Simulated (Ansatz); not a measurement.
C3H6ClIn (SMILES C=[CH][In]([CH3])[Cl])

Input

```
crystal:
  periodic: [false, false, false]
  atoms:
    - {symbol: C, position_ang: [0.039615, 2.498020, 0.604106]}
    - {symbol: C, position_ang: [0.348649, 1.254125, 0.958945]}
    - {symbol: In, position_ang: [-0.121975, -0.367280, -0.320314]}
    - {symbol: C, position_ang: [0.048985, -2.488499, -0.425383]}
    - {symbol: Cl, position_ang: [-1.181480, 0.511650, -2.249131]}
    - {symbol: H, position_ang: [-0.455761, 2.721297, -0.337125]}
    - {symbol: H, position_ang: [0.268976, 3.350679, 1.240757]}
    - {symbol: H, position_ang: [0.844379, 1.085286, 1.912211]}
    - {symbol: H, position_ang: [-0.950192, -2.914593, -0.524810]}
    - {symbol: H, position_ang: [0.622472, -2.748582, -1.315966]}
    - {symbol: H, position_ang: [0.536322, -2.902102, 0.456709]}
basis:
  gaussian: {orbitals: def2-TZVPP}
hamiltonian: {xc: pbe0, dispersion: d4}
output: {orbitals: {seedname: orbitals}}
```

Launched as:

```sh
ansatz run in.yaml --threads 4 --pin off --events-out ev --progress --plain --max-ram 10444MiB
```

Geometry: PBE0-D4/def2-TZVP; core potentials replace the inner electrons of In.

Computed with RKS PBE0-D4/def2-TZVPP (Ansatz).

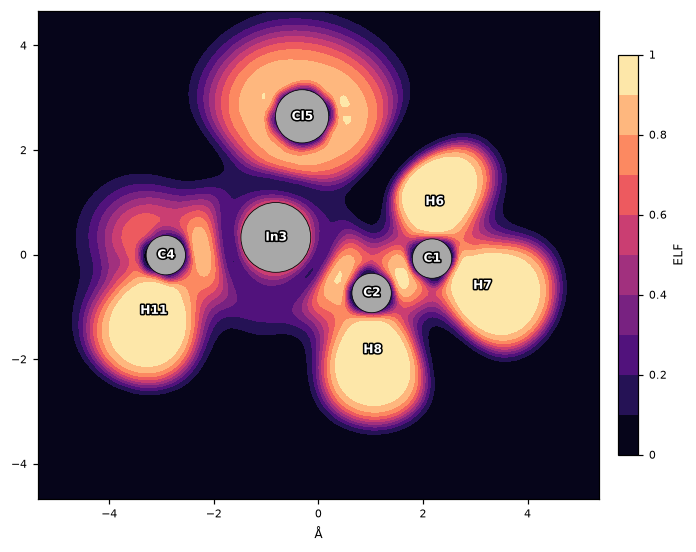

Figure 1. Electron localisation function on the plane of atoms C1, C2 and In3. Grey discs cover the atomic cores.

### Describe what can be read from this map.

- Atoms in the plane: C, In, Cl and H.
- C–C (1.33 Å): the ELF peaks at about 0.90 between the atoms: a multiple bond.
- C–In (2.12 Å): the ELF peaks at about 0.90 in the valence shell of C, 0.7 Å from its nucleus, and drops to about 0.20 between the two atoms.
- In–Cl (2.37 Å): the ELF peaks at about 0.80 in the valence shell of Cl, 0.8 Å from its nucleus, and drops to about 0.15 between the two atoms.
- C–H (1.09 Å): the ELF climbs to about 1 towards the hydrogen, as it does in any bond to H (a covalent bond by its length).
- The ELF also peaks beside Cl5, away from the bonds: lone-pair regions.

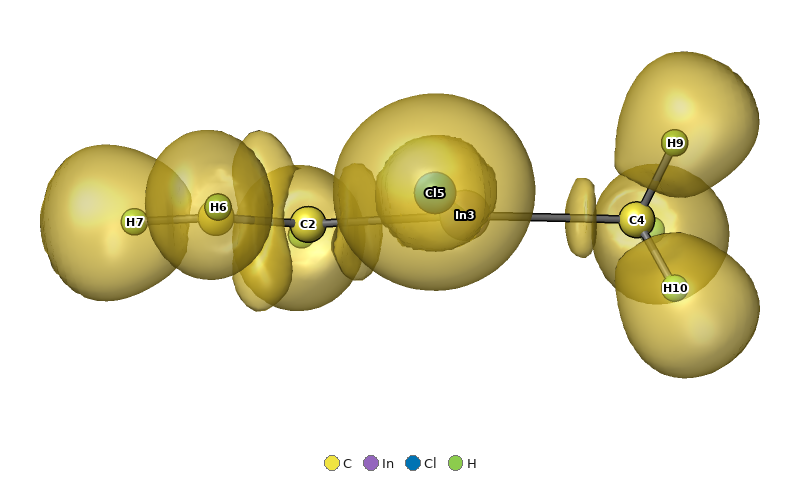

Figure 2. Isosurface of the electron localisation function at 0.8 (yellow), seen from one side. Only the valence region is drawn (cores and ρ < 0.01 e/Å³ removed).

### Describe the localisation domains.

At this value the surface marks out one region between bonded C–C atoms (shared pairs), six regions around hydrogen nuclei, two lobes of the valence shell of C pointing towards In (polar bonds) and one region wrapped around Cl (its valence shell).

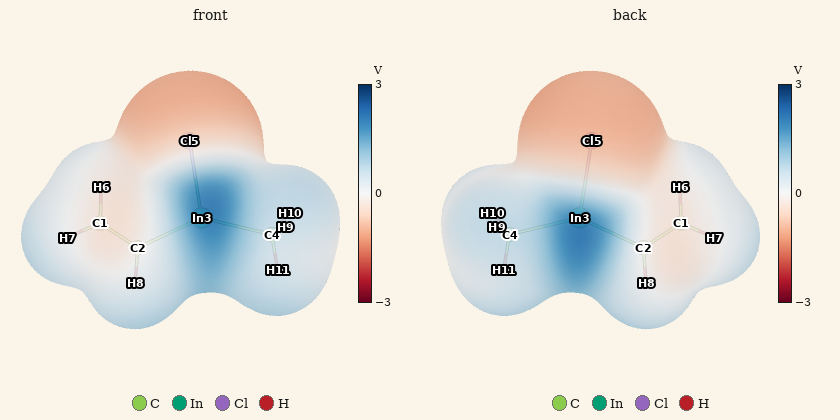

Figure 3. The electrostatic potential painted on the density surface at 0.001 e/bohr³, seen from the front and from behind; red is negative and blue positive.

### Describe the electrostatic potential map.

The most negative region (about −1.1 V) lies over Cl5, the most positive (about +2.1 V) over In3.
